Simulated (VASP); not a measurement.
```yaml
crystal:
  lattice:
    - [1.13142, -1.95967, 0.00000]
    - [1.13142, 1.95967, 0.00000]
    - [0.00000, 0.00000, 3.55352]
  atoms:
    - { symbol: Be, position: [0.33333, 0.66667, 0.25000] }
    - { symbol: Be, position: [0.66667, 0.33333, 0.75000] }
```

All values below come from revTPSS meta-GGA, VASP's PBE PAW potentials (set 64) (plane waves; VASP). Run with 520 eV cut-off, 21×21×12 Γ-centred mesh, tetrahedra with Blöchl corrections, potentials Be.

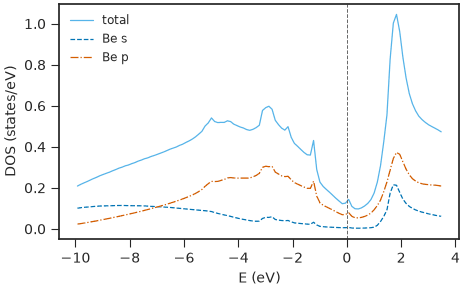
Figure: Total and projected density of states, zero at the Fermi level

Within 2 eV below the Fermi level the largest weight inside VASP's projection spheres is Be p.

It has no gap at this level: it comes out as a metal or semimetal.

The compound is Be in the hcp structure. It was relaxed first.
